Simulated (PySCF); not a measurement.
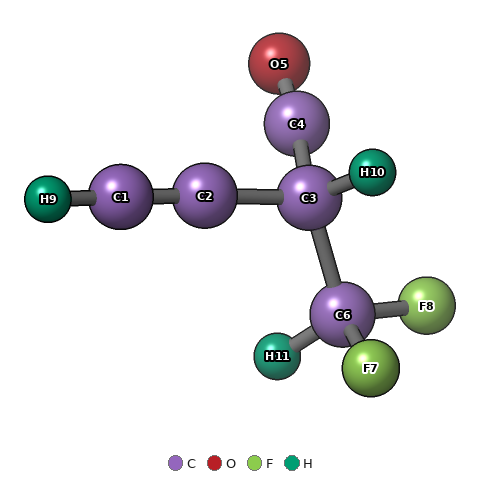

Structure of C₅H₃F₂O⁺, SMILES C#C[C@H](C#[O+])C(F)F.

Kohn-Sham orbital energies near the frontier, PBE0/def2-SVPD in PySCF 2.14.0, at a GFN2-xTB geometry (no frequency check), isolated molecule; empty levels in grey, levels within 0.03 eV side by side.

Where do the frontier orbitals lie?

HOMO at −13.88 eV, LUMO at −8.47 eV, 5.41 eV apart.

On which atoms do HOMO and LUMO mostly sit?

HOMO: C2 42 %, C1 40 %, C3 7 %. LUMO: C4 41 %, O5 32 %, C3 10 % (Löwdin shares).

List the levels with the atoms that carry most of them (a dash for levels above zero or within 0.03 eV of another, where shares mean little).

```csv
orbital,energy (eV),Löwdin shares
LUMO+1,−8.21,"C4 43 %, O5 31 %, C3 9 %"
LUMO,−8.47,"C4 41 %, O5 32 %, C3 10 %"
HOMO,−13.88,"C2 42 %, C1 40 %, C3 7 %"
HOMO−1,−14.07,"C2 44 %, C1 39 %, C3 6 %"
HOMO−2,−15.81,"F7 26 %, F8 24 %, C6 17 %"
```

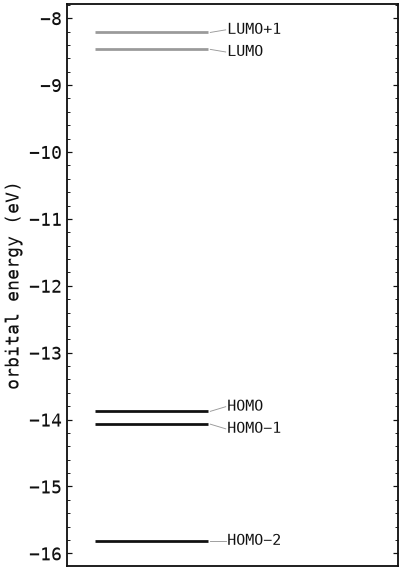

Known limits of this run: the tight-binding geometry is rougher than a DFT one and adds to the error; one conformer of a flexible molecule.
